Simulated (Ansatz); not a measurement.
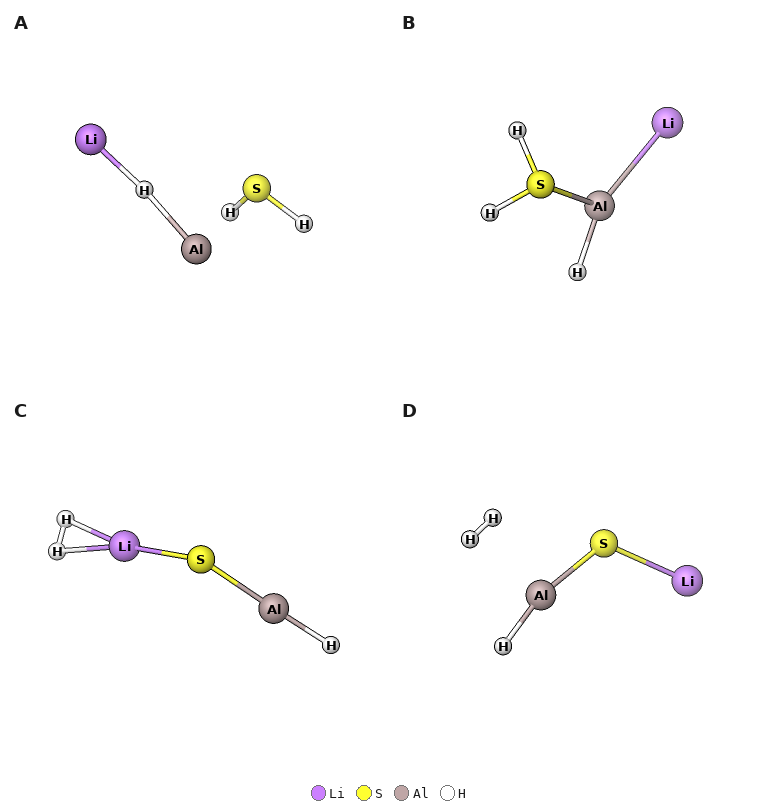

4 stationary structures of one formula. State: charge +1, singlet. Geometries: PBE-D4/def2-SVP. Electronic energies: PBE-D4/def2-SVP (Ansatz 0.2.0), without zero-point energy. No frequency run is at hand to confirm each as a minimum.

Question: Which structure is the most stable?

Answer: D is lowest; C lies 3.2 kJ/mol above it, A lies 96.9 kJ/mol above it (C1), B lies 98.4 kJ/mol above it (C1).
